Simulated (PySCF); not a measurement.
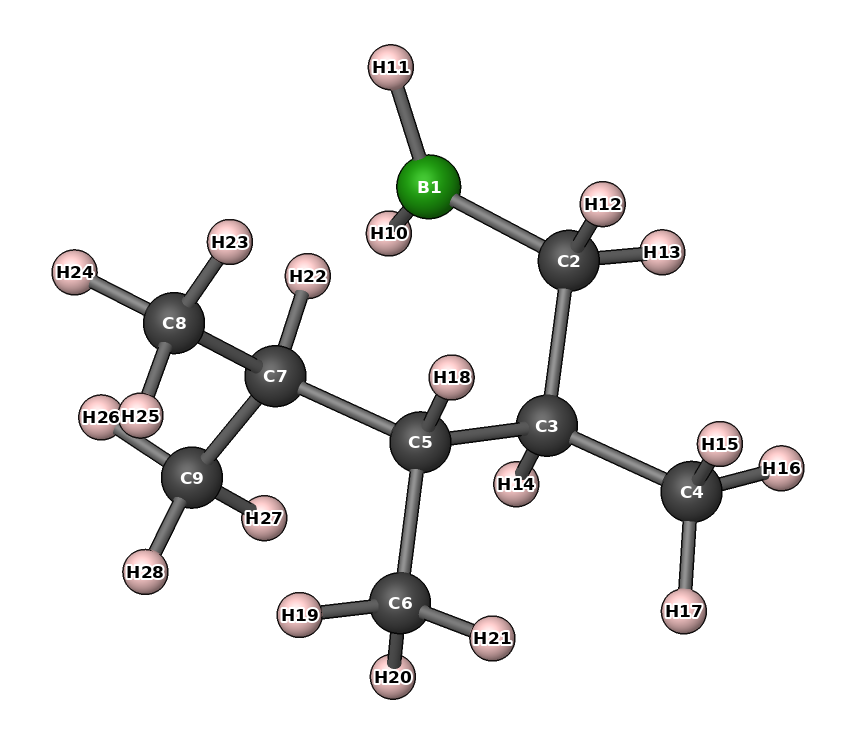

The questions are on isotropic NMR shieldings of the H atoms. Computed geometry: GFN2-xTB optimisation. No frequency run is at hand to confirm it as a minimum. Properties computed with GIAO PBE0/pcSseg-1 NMR shielding, non-relativistic, gas phase (PySCF 2.14.0).

List the isotropic NMR shieldings of the H atoms.

| atom | σ (ppm) |
| --- | --- |
| H10 | 25.62 |
| H11 | 25.26 |
| H12 | 30.52 |
| H13 | 30.73 |
| H14 | 29.78 |
| H15 | 30.92 |
| H16 | 30.48 |
| H17 | 30.30 |
| H18 | 31.25 |
| H19 | 30.88 |
| H20 | 31.33 |
| H21 | 30.53 |
| H22 | 36.16 |
| H23 | 30.71 |
| H24 | 30.56 |
| H25 | 30.49 |
| H26 | 30.76 |
| H27 | 30.60 |
| H28 | 31.02 |

The geometry is semi-empirical. Around B such bond lengths and angles can be off by a tenth of an ångström or more and by several degrees, and values that hang on the shape move with them.
